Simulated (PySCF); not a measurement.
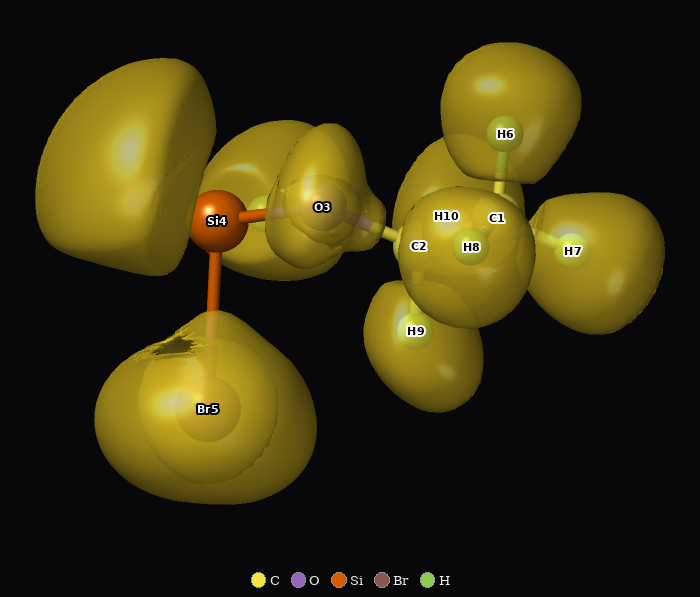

The picture shows: C2H6BrOSi (charge −1). Isosurface of the ELF at 0.75 (yellow), seen at a tilt. Core shells and regions of very low density are left out.

Geometry: GFN2-xTB.

The calculation used PySCF, wB97X-D/def2-SVPD, SCF density, gas phase.

Input

```
{"job": {"kind": "uv", "xc": "wB97X-D", "basis": "def2-SVPD", "nstates": 8, "ntriplets": 3}, "charge": -1, "multiplicity": 1}
C     -1.681055     0.269307    -0.040733
C     -0.235623    -0.219745    -0.011778
O      0.602699     0.767321     0.447025
Si     2.262984     0.594437     0.630981
Br     2.936119    -0.102500    -1.611008
H     -2.006315     0.533704     0.964607
H     -2.336165    -0.505285    -0.438441
H     -1.752288     1.155176    -0.668938
H      0.053851    -0.530210    -1.030438
H     -0.171003    -1.117656     0.633280
H      2.332221    -0.841878     1.099479
```

Command:

```sh
OMP_NUM_THREADS=1 python probes_run.py task.json out
```

### Identify the bonds, lone pairs and shells in this picture.

At this value the surface marks out one region between bonded C–C atoms (shared pairs), six regions around hydrogen nuclei, one region on Br in which the atom's valence shell and bonds are merged, one region on O in which the atom's valence shell and bonds are merged and one lobe on Si, pointing away from the bonds (lone pairs). Along the contacts the grid gives the following. C–O (1.37 Å): the ELF peaks at about 0.90 between the atoms: a shared but strongly polarised pair. C–C (1.53 Å): the ELF peaks at about 0.95 between the atoms (localised, covalent bonding).
